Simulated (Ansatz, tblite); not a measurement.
**Cu(PH3)Me (CH₆CuP): spin-state energies by level**

Aim: set other spin states of Cu(PH3)Me (CH₆CuP) against its singlet, on many levels of theory.

Computed with Ansatz 0.2.0, Gaussian basis. Level: as each input shows.

Plan: triplet, at the geometry of the singlet (GFN1-xTB, GFN2-xTB, PBE0-D4/def2-TZVP, PBE-D4/def2-TZVP, r2SCAN-D4/def2-TZVP); the singlet's energies come from earlier runs.

## 1. The relaxed structure

The geometry is that of the singlet, from an earlier relaxation (r2SCAN-D4/def2-TZVP).

9 atoms, charge 0, spin multiplicity 1.

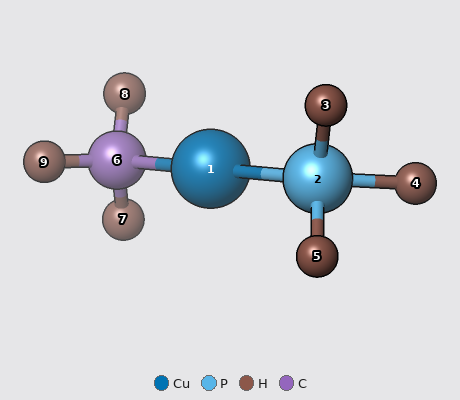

The structure; colours as in the key; atoms are numbered from 1 in the order of the file.

Formally the metal is d10. No spin-orbit coupling is included.

## 2. Triplet at the fixed geometry, GFN1-xTB

Tight binding, by tblite at 300 K electronic temperature and without a spin-polarisation term:

```python
tblite.interface.Calculator('GFN1-xTB', numbers, positions, charge=0, uhf=2).singlepoint()
```

Energy -334.7096 eV; 0.004 s.

## 3. Triplet at the fixed geometry, GFN2-xTB

Tight binding, by tblite at 300 K electronic temperature and without a spin-polarisation term:

```python
tblite.interface.Calculator('GFN2-xTB', numbers, positions, charge=0, uhf=2).singlepoint()
```

Energy -311.2220 eV; 0.004 s.

## 4. Triplet at the fixed geometry, PBE0-D4/def2-TZVP

Input file in.yaml:

```yaml
crystal:
  periodic: [false, false, false]
  atoms:
    - {symbol: Cu, position_ang: [0.004056, 0.007953, -0.217663]}
    - {symbol: P, position_ang: [-0.000991, -0.009895, 1.952287]}
    - {symbol: H, position_ang: [1.216764, -0.101595, 2.664393]}
    - {symbol: H, position_ang: [-0.686482, -1.034374, 2.644215]}
    - {symbol: H, position_ang: [-0.543183, 1.080178, 2.670758]}
    - {symbol: C, position_ang: [0.002821, 0.013807, -2.130269]}
    - {symbol: H, position_ang: [-1.018487, 0.014816, -2.526718]}
    - {symbol: H, position_ang: [0.512570, -0.869526, -2.530416]}
    - {symbol: H, position_ang: [0.512933, 0.898626, -2.526577]}
basis:
  gaussian: {orbitals: def2-TZVP}
magnetization: {spin_polarized: true, initial_magnetization: 2}
hamiltonian: {xc: pbe0, dispersion: d4}
scf: {omitted_lower_state_checks: [starts]}
output: {orbitals: {seedname: orbitals}}
```

Started as:

```bash
$ ansatz run in.yaml --threads 2 --pin off --events-out ev --progress --plain --max-ram 4352MiB
```

Standard output:

```text
Functional definition: PBE0
  name "PBE0"
  cite "Adamo & Barone, J. Chem. Phys. 110, 6158 (1999) doi:10.1063/1.478522"
  cite "Perdew, Burke & Ernzerhof, Phys. Rev. Lett. 77, 3865 (1996) doi:10.1103/PhysRevLett.77.3865"
  parent pbe
  parameter a = 0.25
  parameter kappa = 0.804
  parameter beta = 0.06672455060314922
  exchange = (1 - a)*pbe_x(kappa = kappa, mu = beta*pi^2/3) + a*exact_x
  correlation = pbe_c(beta = beta)
these checks for a lower state are left out or cut short: starts
1268 factors; their error is unknown
mean field evaluation 1: about -55043.2000 eV, gradient 3.6e1 eV
mean field evaluation 2: about -55036.5247 eV, gradient 4.9e1 eV
mean field evaluation 4: about -55049.4193 eV, gradient 4.7e0 eV
mean field evaluation 8: about -55049.5514 eV, gradient 2.5e-1 eV
mean field evaluation 16: about -55049.5948 eV, gradient 2.0e-2 eV
mean field evaluation 32: about -55049.5959 eV, gradient 6.2e-6 eV
mean field -55049.59591692 eV, -2023.0353359906 hartree, gradient 6.2e-6 eV, S^2 2.005802; 0 other end points of the search recorded, 0 dependent functions left out
reference -55049.59595860 eV, -2023.0353375221 hartree; 29, 27 occupied and 120, 122 virtual orbitals, 1268 factors
Total energy: -55049.72586158 eV, -2023.0401113686 hartree
Checks for a lower state left out: starts
```

Run time: 17 s. Hardware: 2 threads of Arm Neoverse V2, shared host; peak memory 0.7 GiB.

HOMO -2.12 eV, LUMO -4.53 eV (over both spins; with the spin held, an empty level of the minority spin lies below the top filled one); ⟨S²⟩ 2.006 (pure: 2.00).

## 5. Triplet at the fixed geometry, PBE-D4/def2-TZVP

start.molden holds the orbitals of an earlier run on this state, given as this run's starting guess.

Changes to in.yaml since step 4:

```diff
@@ -13,5 +13,5 @@
 basis:
-  gaussian: {orbitals: def2-TZVP}
+  gaussian: {orbitals: def2-TZVP, initial_orbitals: start.molden}
 magnetization: {spin_polarized: true, initial_magnetization: 2}
-hamiltonian: {xc: pbe0, dispersion: d4}
+hamiltonian: {xc: pbe, dispersion: d4}
 scf: {omitted_lower_state_checks: [starts]}
```

The command is unchanged.

Standard output:

```text
Functional definition: PBE
  name "PBE"
  cite "Perdew, Burke & Ernzerhof, Phys. Rev. Lett. 77, 3865 (1996) doi:10.1103/PhysRevLett.77.3865"
  parent pbe
  parameter kappa = 0.804
  parameter beta = 0.06672455060314922
  exchange = pbe_x(kappa = kappa, mu = beta*pi^2/3)
  correlation = pbe_c(beta = beta)
these checks for a lower state are left out or cut short: starts
1167 factors; their error is unknown
mean field evaluation 1: about -55048.5605 eV, gradient 7.7e0 eV
mean field evaluation 2: about -55048.7442 eV, gradient 3.2e-1 eV
mean field evaluation 4: about -55048.7051 eV, gradient 1.8e-1 eV
mean field evaluation 8: about -55048.7052 eV, gradient 2.5e-5 eV
mean field -55048.70519054 eV, -2023.0026023998 hartree, gradient 7.4e-6 eV, S^2 2.003324; 0 other end points of the search recorded, 0 dependent functions left out
reference -55048.70524636 eV, -2023.0026044513 hartree; 29, 27 occupied and 120, 122 virtual orbitals, 1167 factors
Total energy: -55048.85911797 eV, -2023.0082591286 hartree
Checks for a lower state left out: starts
```

Wall time 9.5 s (2 threads of Arm Neoverse V2, shared host).

Report: HOMO -1.28 eV, LUMO -5.99 eV (over both spins; with the spin held, an empty level of the minority spin lies below the top filled one); ⟨S²⟩ 2.003 (pure: 2.00).

## 6. Triplet at the fixed geometry, r2SCAN-D4/def2-TZVP

Changes to in.yaml since step 5:

```diff
@@ -15,3 +15,3 @@
 magnetization: {spin_polarized: true, initial_magnetization: 2}
-hamiltonian: {xc: pbe, dispersion: d4}
+hamiltonian: {xc: r2scan, dispersion: d4}
 scf: {omitted_lower_state_checks: [starts]}
```

Launched as before.

Standard output:

```text
Functional definition: r2SCAN
  name "r2SCAN"
  cite "Furness, Kaplan, Ning, Perdew & Sun, J. Phys. Chem. Lett. 11, 8208 (2020) doi:10.1021/acs.jpclett.0c02405"
  cite "Furness, Kaplan, Ning, Perdew & Sun, J. Phys. Chem. Lett. 11, 9248 (2020) doi:10.1021/acs.jpclett.0c03077"
  parent r2scan
  parameter k0 = 0.174
  parameter k1 = 0.065
  parameter a1 = 4.9479
  exchange = r2scan_x(k0 = k0, k1 = k1, a1 = a1)
  correlation = r2scan_c
these checks for a lower state are left out or cut short: starts
1167 factors; their error is unknown
mean field evaluation 1: about -55059.6735 eV, gradient 5.1e0 eV
mean field evaluation 2: about -55059.7475 eV, gradient 1.7e-1 eV
mean field evaluation 4: about -55059.7072 eV, gradient 4.5e-3 eV
mean field evaluation 8: about -55059.7072 eV, gradient 7.6e-5 eV
mean field -55059.70716823 eV, -2023.4069176224 hartree, gradient 8.2e-6 eV, S^2 2.007156; 0 other end points of the search recorded, 0 dependent functions left out
reference -55059.70719010 eV, -2023.4069184264 hartree; 29, 27 occupied and 120, 122 virtual orbitals, 1167 factors
Total energy: -55059.74397829 eV, -2023.4082703672 hartree
Checks for a lower state left out: starts
```

It took 23 s on 2 threads of Arm Neoverse V2, shared host.

HOMO -1.52 eV, LUMO -5.64 eV (over both spins; with the spin held, an empty level of the minority spin lies below the top filled one); ⟨S²⟩ 2.007 (pure: 2.00).

## 7. Triplet less singlet, vertical

The singlet's energies are those of its earlier runs, whose logs aren't repeated here.

```
              level  triplet less singlet, vertical (kcal/mol)     time
           GFN1-xTB                                      +99.1  0.009 s
           GFN2-xTB                                      +85.4  0.007 s
   PBE-D4/def2-TZVP                                      +95.8     12 s
r2SCAN-D4/def2-TZVP                                      +91.5     28 s
  PBE0-D4/def2-TZVP                                      +93.2     20 s
```

Times add the two runs; a level without a time comes out of a correlated run. Tight binding without a spin term can't rank spin states.

## 8. What came out

| quantity | value |
| --- | --- |
| triplet less singlet, vertical, functionals in def2-TZVP | +91.5 (r2SCAN-D4) to +95.8 kcal/mol (PBE-D4) |

All functionals put the triplet above the singlet, over a spread of 4.3 kcal/mol. The checks for a lower triplet were left out, so another state of that spin may lie lower. The singlet here is a closed shell; an open-shell singlet can lie lower. These are electronic energies, without zero-point motion, entropy or surroundings.
